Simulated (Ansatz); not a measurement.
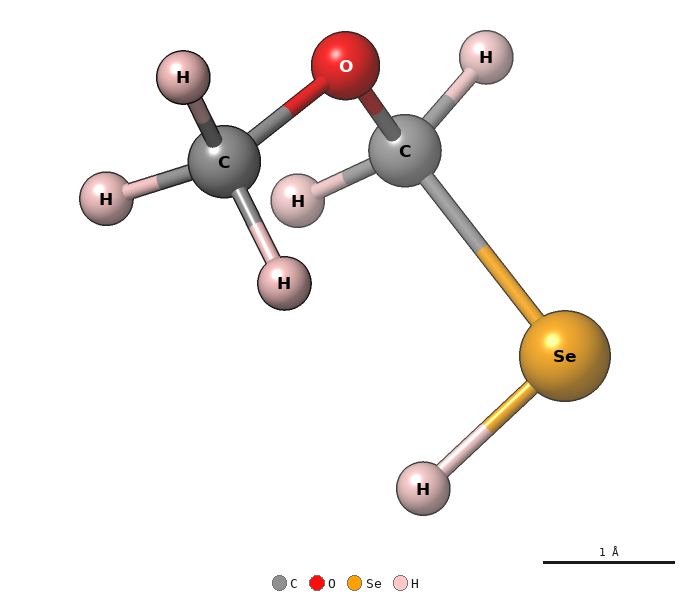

Depth is shown by fading: the farther an atom, the more it takes the colour of the background. The geometry was computed by an optimisation with PBE-D4/def2-SVP. No frequency run is at hand to confirm it as a minimum. Masses are those of the most abundant isotopes; constants are for the rigid equilibrium geometry.

Question: Classify the rotor and give the rotational constants (cm⁻¹).

Answer: An asymmetric top (C1): A = 0.424, B = 0.0721, C = 0.0656 cm⁻¹. Ray's parameter κ is −0.96, close to the prolate limit.
